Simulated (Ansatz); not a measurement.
**TiNiO2: two electronic states of one cell**

An SCF can end in more than one state. Here TiNiO2, a structure type of another compound, with these elements put in, is run from each state found earlier: which lies lowest, and what else changes?

All numbers below are computed with Ansatz 0.2.0 (DFT, PBE, with U_eff = 6.57 eV on Ni d, U_eff = 5.3 eV on Ti d, plane waves, PAW).

### 1 Geometry

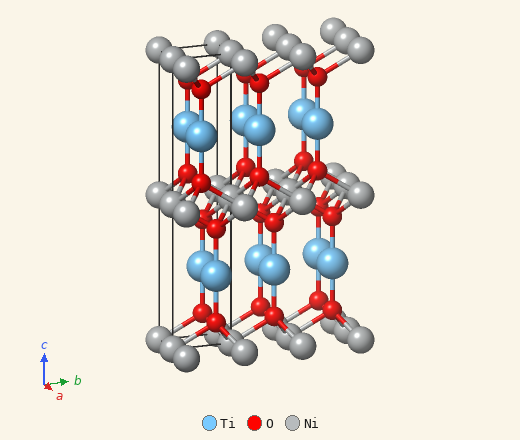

The structure slightly off an axis: titanium blue, oxygen red, nickel light grey. 2×3×1 cells are drawn.

Symmetry: P6_3/mmc, No. 194, hexagonal system. Conventional cell: a = 3.020 Å, b = 3.020 Å, c = 11.577 Å, α = 90.00°, β = 90.00°, γ = 120.00°. Around Ti (site symmetry -6m2) lie 2 O at 1.87 Å. O (site symmetry 3m) is surrounded by 1 Ti at 1.87 Å and 3 Ni at 2.02 Å. Ni (site symmetry -3m) is surrounded by 6 O at 2.02 Å.

Structure file:

```cif
data_structure
_symmetry_space_group_name_H-M 'P 1'
_symmetry_Int_Tables_number 1
_cell_length_a 3.0201
_cell_length_b 3.0201
_cell_length_c 11.5769
_cell_angle_alpha 90.000
_cell_angle_beta 90.000
_cell_angle_gamma 120.000
_cell_volume 91.45
loop_
_atom_site_label
_atom_site_type_symbol
_atom_site_fract_x
_atom_site_fract_y
_atom_site_fract_z
_atom_site_occupancy
Ti1 Ti 0.33330 0.66670 0.25000 1
Ti2 Ti 0.66660 0.33330 0.75000 1
O1 O 0.33330 0.66670 0.08810 1
O2 O 0.66660 0.33330 0.58810 1
O3 O 0.33330 0.66670 0.41190 1
O4 O 0.66670 0.33340 0.91190 1
Ni1 Ni 0.00000 0.00000 0.00000 1
Ni2 Ni 0.00000 0.00000 0.50000 1
```

The states: A, Ti1 up, Ti2 up, Ni7 up, Ni8 up (collinear spin); B, Ti1 up, Ti2 up, Ni7 up, Ni8 down (collinear spin). Each run reads its own saved solution as saved_state.

### 2 Run from state A

The input, input.yaml:

```yaml
crystal:
  lattice:
    - [3.02014067, 0.0, 0.0]
    - [-1.51006983, 2.61551904, 0.0]
    - [0.0, 0.0, 11.57686726]
  atoms:
    - { symbol: Ti, position: [0.3333, 0.6667, 0.25] }
    - { symbol: Ti, position: [0.6666, 0.3333, 0.75] }
    - { symbol: O, position: [0.3333, 0.6667, 0.0881] }
    - { symbol: O, position: [0.6666, 0.3333, 0.5881] }
    - { symbol: O, position: [0.3333, 0.6667, 0.4119] }
    - { symbol: O, position: [0.6667, 0.3334, 0.9119] }
    - { symbol: Ni, position: [0.0, 0.0, 0.0] }
    - { symbol: Ni, position: [0.0, 0.0, 0.5] }
kpoints:
  mp_grid: { grid: [9, 9, 2], shift: [0, 0, 0] }
  band_path:
    path:
      - [0.0, 0.0, 0.0]
      - [0.49999999, 1.3e-07, 0.0]
      - [0.33333332, 0.33333347, 0.0]
      - [0.0, 0.0, 0.0]
      - [0.0, 0.0, 0.5]
      - [0.49999999, 1.3e-07, 0.5]
      - [0.33333332, 0.33333347, 0.5]
      - [0.0, 0.0, 0.5]
      - [0.49999999, 1.3e-07, 0.5]
      - [0.49999999, 1.3e-07, 0.0]
      - [0.33333332, 0.33333347, 0.5]
    npoints: 6
magnetization:
  spin_polarized: true
scf:
  occupations: { method: fermi_dirac, width: 0.016 }
  lower_state_search: "off"
  max_iter: 200
hamiltonian:
  pseudopotentials: { kind: paw }
  xc: pbe
  hubbard:
    projectors: all-electron-ortho-atomic
    sites:
      - { species: Ni, l: d, u_eff: 6.57 }
      - { species: Ti, l: d, u_eff: 5.3 }
basis:
  ecutwfc: 420
  fft_grid_basis: typed
output:
  forces: true
  stress: true
  eigenvalues: true
  bader: true
  populations: true
  elf: true
  write_potential: true
  volumetric_format: npy
  dos:
    e_range: [-12, 8]
    de: 0.05
    projected: { site_lists: { Ni: [Ni], O: [O], Ti: [Ti] } }
checkpoint:
  read: saved_state
```

Log, shortened:

```text
Warning: checkpoint.read: basis.xc_grid differs: saved 1, current 2 (points along each axis for each point of the dense box; where the key is left out runs that use forces, runs that use the stress, dielectric runs by a finite field, finite-displacement phonons, runs of [...]
Warning: RAYON_NUM_THREADS=1 ignored (pool sized by the plan → 1); use --threads N
Ti: projections on atomic orbitals take those of the free atom [Ne] 3s2 3p6 3d2 4s2, of charge +0.00 (hamiltonian.pseudopotentials.projection_atoms); the dataset's partial waves leave at most 4.1e-7 of an orbital's norm unspanned inside its sphere
O: projections on atomic orbitals take those of the free atom [He] 2s2 2p4, of charge +0.00 (hamiltonian.pseudopotentials.projection_atoms); the dataset's partial waves leave at most 1.9e-8 of an orbital's norm unspanned inside its sphere
Ni: projections on atomic orbitals take those of the free atom [Ne] 3s2 3p6 3d8 4s2, of charge +0.00 (hamiltonian.pseudopotentials.projection_atoms); the dataset's partial waves leave at most 1.6e-6 of an orbital's norm unspanned inside its sphere
band count auto-derived: 54 (N_el = 84.0; filled up to band 42; 51 by the electrons, moments and atoms)
[...]
Pseudopotentials: kind: paw
Pseudopotential: Ti, paw, valence charge 12, recommended cutoff 420 eV (normal), Ti.paw.azcp
Pseudopotential: O, paw, valence charge 6, recommended cutoff 420 eV (normal), O.paw.azcp
Pseudopotential: Ni, paw, valence charge 18, recommended cutoff 420 eV (normal), Ni.paw.azcp
Functional definition: PBE
[...]
Crystal: 8 atoms, lattice volume = 91.448 Å³
[...]
E sigma→0 (E₀):  -18937.328379 eV
Entropy (-TS):   -0.000684 eV (-0.086 meV/atom)
Fermi energy:    11.461192 eV
[...]
--- Forces (eV/Å), atoms counted from 1 ---
  atom   1  Ti     0.01420024     0.00816619    -0.00000403
  atom   2  Ti    -0.01421924    -0.00837594     0.00000404
  atom   3  O      0.00353558     0.00096430     1.37725327
  atom   4  O     -0.00155401    -0.00074080     1.37735123
  atom   5  O      0.00349574     0.00080817    -1.37734411
  atom   6  O     -0.00251667    -0.00246428    -1.37725225
  atom   7  Ni    -0.00099280     0.00165022     0.00000384
  atom   8  Ni    -0.00194884    -0.00000787    -0.00001147
[...]
--- Stress (GPa, compression-positive) ---
       23.845658      -0.341255       0.002083
       -0.341396      24.237803       0.003678
        0.002142       0.003667      11.380038
  P = ⅓ Tr σ = 19.8212 GPa (198.212 kbar)
--- Band table (eV; the first three rows and the last of 164) ---
[...]
Occupation matrices written to <dir>
--- Löwdin populations: 8 sites ---
  site symbol       q [e]    m [muB]
     0     Ti     11.1783     1.2475
     1     Ti     11.1783     1.2475
     2      O      6.9280     0.0742
     3      O      6.9280     0.0742
     4      O      6.9280     0.0742
     5      O      6.9280     0.0742
     6     Ni     16.7567     1.6748
     7     Ni     16.7567     1.6748
  spilling = 0.004977 (of n_electrons = 84.000000)
--- Bader charges: 8 sites ---
  site symbol  charge [e]  shift [e]    m [muB]
     0     Ti      1.2038     0.0027     1.2115
     1     Ti      1.2038     0.0027     1.2115
     2      O     -1.2544     0.0047     0.0823
     3      O     -1.2545     0.0047     0.0823
     4      O     -1.2545     0.0047     0.0823
     5      O     -1.2544     0.0047     0.0823
     6     Ni      1.3051     0.0068     1.7184
     7     Ni      1.3051     0.0068     1.7184
  estimated error of the sums over rays = 5.1e-4 e
```

Wall time 4.7 min (1 thread of an Arm CPU, shared host); peak memory 1 GiB.

### 3 State A: levels and charges

States per cell by energy window, from dos.tsv and pdos.tsv (tetrahedra; eV from the Fermi level):

| from | to | total | up | down | Ni d | O p | Ti d |
| --- | --- | --- | --- | --- | --- | --- | --- |
| -8.0 | -7.0 | 0.62 | 0.62 | 0.00 | 0.41 | 0.17 | 0.01 |
| -7.0 | -6.0 | 6.62 | 5.28 | 1.35 | 3.94 | 2.19 | 0.18 |
| -6.0 | -5.0 | 5.75 | 3.38 | 2.37 | 3.13 | 2.13 | 0.20 |
| -5.0 | -4.0 | 5.21 | 2.93 | 2.28 | 2.71 | 1.43 | 0.76 |
| -4.0 | -3.0 | 8.86 | 4.18 | 4.67 | 2.79 | 4.05 | 1.31 |
| -3.0 | -2.0 | 7.90 | 3.03 | 4.86 | 2.10 | 4.60 | 0.83 |
| -2.0 | -1.0 | 5.68 | 2.86 | 2.82 | 0.87 | 3.76 | 0.67 |
| -1.0 | 0.0 | 3.20 | 2.79 | 0.41 | 0.39 | 1.87 | 0.56 |
| 0.0 | 1.0 | 1.17 | 0.44 | 0.72 | 0.02 | 0.12 | 0.64 |
| 1.0 | 2.0 | 1.19 | 0.74 | 0.45 | 0.01 | 0.06 | 0.81 |
| 2.0 | 3.0 | 3.88 | 2.19 | 1.69 | 0.04 | 0.25 | 3.11 |
| 3.0 | 4.0 | 7.54 | 3.46 | 4.08 | 1.04 | 0.61 | 5.39 |

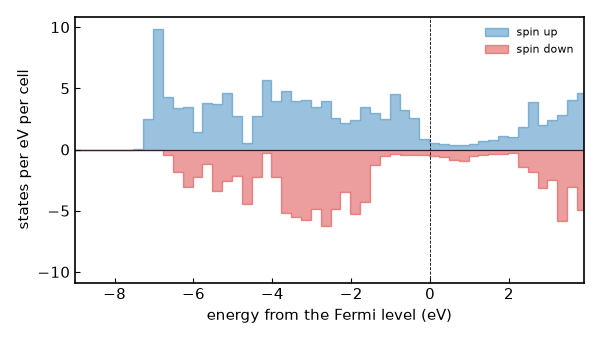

Density of states by spin, in bins of 0.25 eV.

Gathered by element (positive charge: electrons given up): Löwdin charges also hold the electrons that the projection spills.

| element | atoms | Bader charge (e) | Bader volume (Å³) | Löwdin charge (e) | Bader moment, size (μB) |
| --- | --- | --- | --- | --- | --- |
| Ti | 2 | +1.20 | 14.7 | +0.82 | 1.21 |
| O | 4 | -1.25 | 11.4 | -0.93 | 0.08 |
| Ni | 2 | +1.31 | 8.3 | +1.24 | 1.72 |

Löwdin charges rest on a small set of atomic orbitals that misses 0.5 % of the electrons, so they need not add up to the cell's charge and can differ from Bader's even in sign.

Eigenvalues of the corrected shells' occupation matrices:

| atom | shell | spin | eigenvalues |
| --- | --- | --- | --- |
| Ti1 | d | up | 0.11 0.16 0.17 0.42 0.96 |
| Ti1 | d | down | 0.02 0.03 0.10 0.11 0.35 |
| Ti2 | d | up | 0.11 0.16 0.17 0.42 0.96 |
| Ti2 | d | down | 0.02 0.03 0.10 0.11 0.35 |
| Ni7 | d | up | 0.99 0.99 1.00 1.00 1.00 |
| Ni7 | d | down | 0.14 0.14 0.99 1.00 1.00 |
| Ni8 | d | up | 0.99 0.99 1.00 1.00 1.00 |
| Ni8 | d | down | 0.14 0.14 0.99 1.00 1.00 |

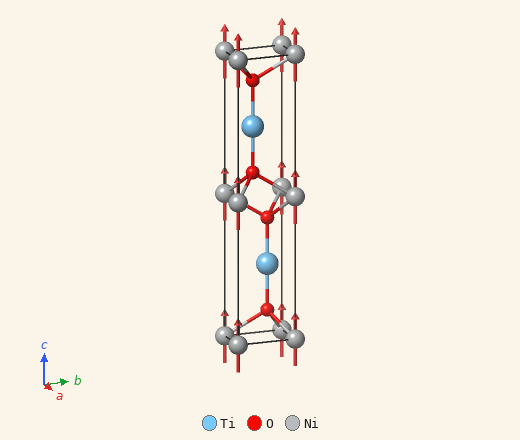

Site moments over 0.3 μB, as arrows (short ones can be hidden in their spheres; values hang on how the density is shared out, so they can differ from the log's spheres): up red, down blue; without spin-orbit coupling their axis is free, so they are drawn up the page.

### 4 Run from state B

The input, input.yaml:

```yaml
crystal:
  lattice:
    - [3.02014067, 0.0, 0.0]
    - [-1.51006983, 2.61551904, 0.0]
    - [0.0, 0.0, 11.57686726]
  atoms:
    - { symbol: Ti, position: [0.3333, 0.6667, 0.25], spin: 1.0 }
    - { symbol: Ti, position: [0.6666, 0.3333, 0.75], spin: 1.0 }
    - { symbol: O, position: [0.3333, 0.6667, 0.0881], spin: 0.0 }
    - { symbol: O, position: [0.6666, 0.3333, 0.5881], spin: 0.0 }
    - { symbol: O, position: [0.3333, 0.6667, 0.4119], spin: 0.0 }
    - { symbol: O, position: [0.6667, 0.3334, 0.9119], spin: 0.0 }
    - { symbol: Ni, position: [0.0, 0.0, 0.0], spin: 2.0 }
    - { symbol: Ni, position: [0.0, 0.0, 0.5], spin: -2.0 }
kpoints:
  mp_grid: { grid: [9, 9, 2], shift: [0, 0, 0] }
magnetization:
  spin_polarized: true
scf:
  occupations: { method: fermi_dirac, width: 0.016 }
  lower_state_search: "off"
  max_iter: 200
hamiltonian:
  pseudopotentials: { kind: paw }
  xc: pbe
  hubbard:
    projectors: all-electron-ortho-atomic
    sites:
      - { species: Ni, l: d, u_eff: 6.57 }
      - { species: Ti, l: d, u_eff: 5.3 }
basis:
  ecutwfc: 420
  fft_grid_basis: typed
output:
  forces: true
  stress: true
  eigenvalues: true
  bader: true
  populations: true
  elf: true
  write_potential: true
  volumetric_format: npy
  dos:
    e_range: [-12, 8]
    de: 0.05
    projected: { site_lists: { Ni: [Ni], O: [O], Ti: [Ti] } }
checkpoint:
  read: saved_state
```

Log, shortened:

```text
Warning: checkpoint.read: basis.xc_grid differs: saved 1, current 2 (points along each axis for each point of the dense box; where the key is left out runs that use forces, runs that use the stress, dielectric runs by a finite field, finite-displacement phonons, runs of [...]
Warning: RAYON_NUM_THREADS=1 ignored (pool sized by the plan → 1); use --threads N
Ti: projections on atomic orbitals take those of the free atom [Ne] 3s2 3p6 3d2 4s2, of charge +0.00 (hamiltonian.pseudopotentials.projection_atoms); the dataset's partial waves leave at most 4.1e-7 of an orbital's norm unspanned inside its sphere
O: projections on atomic orbitals take those of the free atom [He] 2s2 2p4, of charge +0.00 (hamiltonian.pseudopotentials.projection_atoms); the dataset's partial waves leave at most 1.9e-8 of an orbital's norm unspanned inside its sphere
[...]
--- Stress (GPa, compression-positive) ---
       24.104532      -0.353307       0.037748
       -0.353247      24.510268       0.024316
        0.037982       0.024476      11.197641
  P = ⅓ Tr σ = 19.9375 GPa (199.375 kbar)
--- Band table (eV; the first three rows and the last of 164) ---
[...]
Occupation matrices written to <dir>
--- Löwdin populations: 8 sites ---
  site symbol       q [e]    m [muB]
     0     Ti     11.1745     1.1563
     1     Ti     11.1745     1.1563
     2      O      6.9284     0.0800
     3      O      6.9308    -0.1412
     4      O      6.9308    -0.1412
     5      O      6.9284     0.0800
     6     Ni     16.7571     1.6755
     7     Ni     16.7563    -1.6818
  spilling = 0.004990 (of n_electrons = 84.000000)
--- Bader charges: 8 sites ---
  site symbol  charge [e]  shift [e]    m [muB]
     0     Ti      1.2080     0.0027     1.1326
     1     Ti      1.2080     0.0027     1.1327
     2      O     -1.2551     0.0047     0.0862
     3      O     -1.2575     0.0047    -0.1073
     4      O     -1.2576     0.0047    -0.1073
     5      O     -1.2551     0.0047     0.0862
     6     Ni      1.3047     0.0068     1.7193
     7     Ni      1.3047     0.0067    -1.7281
  estimated error of the sums over rays = 4.9e-4 e
```

Wall time 4.5 min (1 thread of an Arm CPU, shared host); peak memory 0.94 GiB.

### 5 State B: levels and charges

States per cell by energy window, from dos.tsv and pdos.tsv (tetrahedra; eV from the Fermi level):

| from | to | total | up | down | Ni d | O p | Ti d |
| --- | --- | --- | --- | --- | --- | --- | --- |
| -8.0 | -7.0 | 0.44 | 0.29 | 0.15 | 0.31 | 0.11 | 0.01 |
| -7.0 | -6.0 | 6.71 | 3.31 | 3.41 | 3.98 | 2.22 | 0.18 |
| -6.0 | -5.0 | 5.74 | 2.95 | 2.79 | 3.09 | 2.17 | 0.20 |
| -5.0 | -4.0 | 5.30 | 3.02 | 2.29 | 2.78 | 1.45 | 0.77 |
| -4.0 | -3.0 | 8.64 | 4.66 | 3.98 | 2.75 | 3.91 | 1.33 |
| -3.0 | -2.0 | 8.52 | 4.37 | 4.15 | 2.29 | 4.89 | 0.87 |
| -2.0 | -1.0 | 5.33 | 2.88 | 2.45 | 0.76 | 3.64 | 0.60 |
| -1.0 | 0.0 | 3.14 | 1.61 | 1.54 | 0.40 | 1.82 | 0.56 |
| 0.0 | 1.0 | 1.17 | 0.42 | 0.75 | 0.02 | 0.12 | 0.66 |
| 1.0 | 2.0 | 1.17 | 0.73 | 0.44 | 0.01 | 0.06 | 0.79 |
| 2.0 | 3.0 | 4.12 | 2.28 | 1.83 | 0.11 | 0.24 | 3.29 |
| 3.0 | 4.0 | 6.91 | 3.41 | 3.50 | 0.92 | 0.53 | 4.99 |

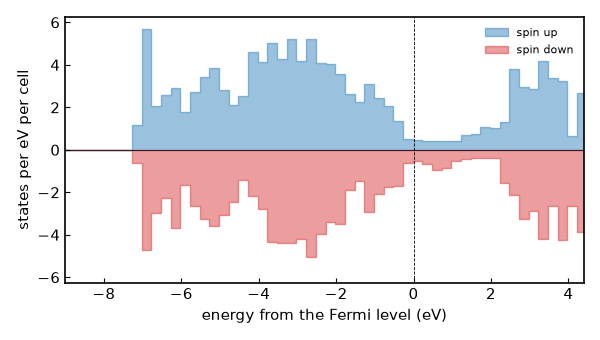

Density of states by spin, in bins of 0.25 eV.

Gathered by element (positive charge: electrons given up): Löwdin charges also hold the electrons that the projection spills.

| element | atoms | Bader charge (e) | Bader volume (Å³) | Löwdin charge (e) | Bader moment, size (μB) |
| --- | --- | --- | --- | --- | --- |
| Ti | 2 | +1.21 | 14.7 | +0.83 | 1.13 |
| O | 4 | -1.26 | 11.4 | -0.93 | 0.09 to 0.11 |
| Ni | 2 | +1.30 | 8.3 | +1.24 to +1.25 | 1.72 to 1.73 |

Löwdin charges rest on a small set of atomic orbitals that misses 0.5 % of the electrons, so they need not add up to the cell's charge and can differ from Bader's even in sign.

Occupation eigenvalues of the Hubbard shells:

| atom | shell | spin | eigenvalues |
| --- | --- | --- | --- |
| Ti1 | d | up | 0.10 0.14 0.14 0.42 0.96 |
| Ti1 | d | down | 0.02 0.03 0.12 0.12 0.35 |
| Ti2 | d | up | 0.10 0.14 0.14 0.42 0.96 |
| Ti2 | d | down | 0.02 0.03 0.12 0.12 0.35 |
| Ni7 | d | up | 0.99 0.99 1.00 1.00 1.00 |
| Ni7 | d | down | 0.14 0.14 0.99 1.00 1.00 |
| Ni8 | d | up | 0.14 0.14 0.99 0.99 0.99 |
| Ni8 | d | down | 0.99 0.99 1.00 1.00 1.00 |

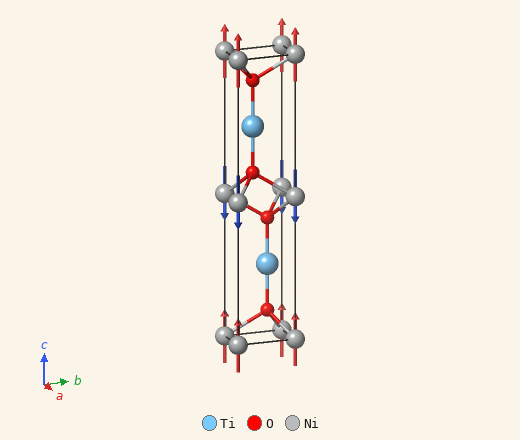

Site moments over 0.3 μB, as arrows (short ones can be hidden in their spheres; values hang on how the density is shared out, so they can differ from the log's spheres): up red, down blue; without spin-orbit coupling their axis is free, so they are drawn up the page.

### 6 The states side by side

| state | free energy (meV/atom) | largest site moment (μB) | size of the net moment (μB/cell) | gap (eV) | pressure (GPa) | largest force (eV/Å) | SCF cycles |
| --- | --- | --- | --- | --- | --- | --- | --- |
| A | 0.0 | 1.68 | 6.19 | metal | 19.8 | 1.38 | 14 |
| B | 4.3 | 1.68 | 2.21 | metal | 19.9 | 1.44 | 18 |

What this shows: State A wins by 4.3 meV per atom over B. Every run converged, so convergence alone does not show that a state is the lowest.
